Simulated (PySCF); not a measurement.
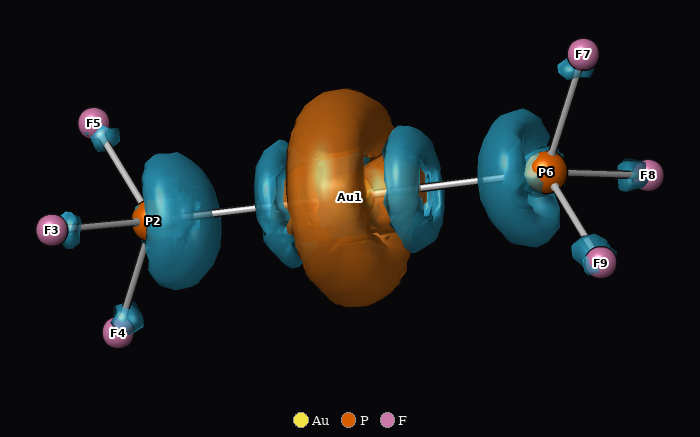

*[Au(PF3)2]+ (AuF6P2, charge +1). Unrelaxed difference density of S₃ less the ground state (CIS singlet states), ±0.04 e/Å³; light blue: gain, orange: loss.*

PySCF calculation, HF/def2-SVP, gas phase; geometry: GFN2-xTB. Core potentials replace the inner electrons of Au; spin–orbit coupling isn't included. This is a single-reference result, which may miss multireference character in this system. No frequency check shows the geometry to be a minimum. GFN2-xTB bond lengths at metals and heavier atoms can be off by up to 0.1 Å and shapes distorted, which carries into these values. Without diffuse functions Rydberg states are missing, so the states' numbers hold for this basis only.

How does the charge move on excitation?

Answer. 0.51 e is displaced in all, of which about 0.3 e passes between atoms: Au1 (0.27 e) loses electrons and P2 and P6 (0.10 e each) gain them. The state: 8.35 eV (148 nm), f = 0.000 (very weak), metal-centred; the leading pair carries 98 %; hole on Au1 (84 %) and P2 and P6 (6 % each), electron on Au1 (57 %) and P2 and P6 (16 % each); their centroids lie 0.0 Å apart.
